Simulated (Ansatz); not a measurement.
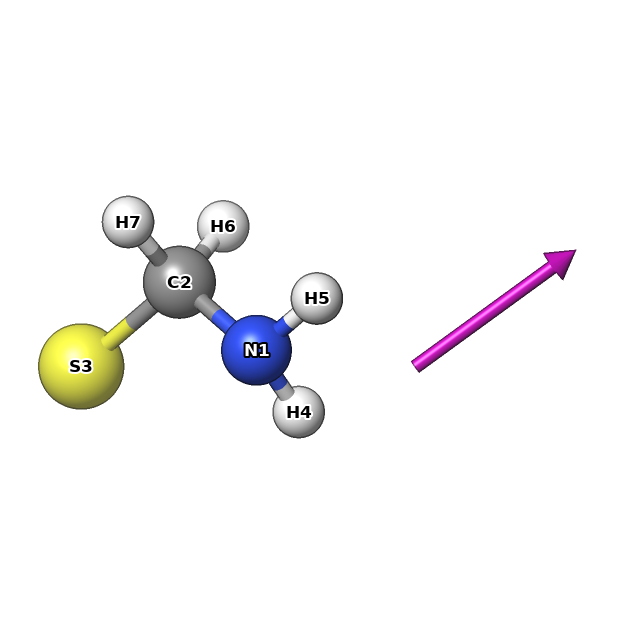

The arrow beside the molecule shows the direction of the dipole moment, from the negative to the positive end (its length means nothing). State: neutral, doublet. The computed structure is the end point of a PBE0-D4/def2-TZVP optimisation. No frequency run is at hand to confirm it as a minimum. Method: UKS PBE0-D4/def2-TZVP (Ansatz 0.2.0).

How large is the dipole moment?

2.42 D; it points from the side of S3 to the side of H5 (the outermost atoms at the two ends).
